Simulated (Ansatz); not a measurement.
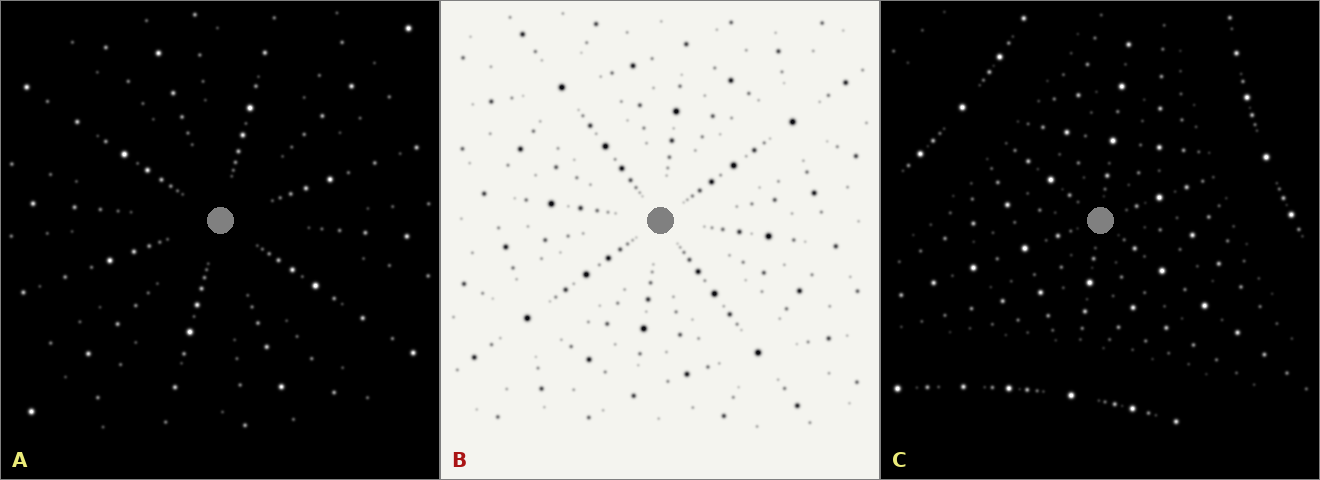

Simulated back-reflection Laue patterns (white X-rays, 0.45 to 2.2 Å, flat plate covering ±45° about the beam, kinematic intensities, seen from the source). Crystal: K, space group Im-3m (No. 229), a = 5.23 Å. Structure: the input geometry of an electronic-structure calculation (not necessarily at equilibrium).

```
K
1.0
     5.23000    0.00000    0.00000
     0.00000    5.23000    0.00000
     0.00000    0.00000    5.23000
K
2
Direct
  0.00000 0.00000 0.00000
  0.50000 0.50000 0.50000
```

> The directions [001], [110], [111] point towards the source, in some order. Which is which?

A: [110], symmetry 2mm (a twofold axis with two mirror lines). B: [001], symmetry 4mm (a fourfold axis with mirror lines). C: [111], symmetry 3m (a threefold axis with three mirror lines). The Laue class is m-3m.
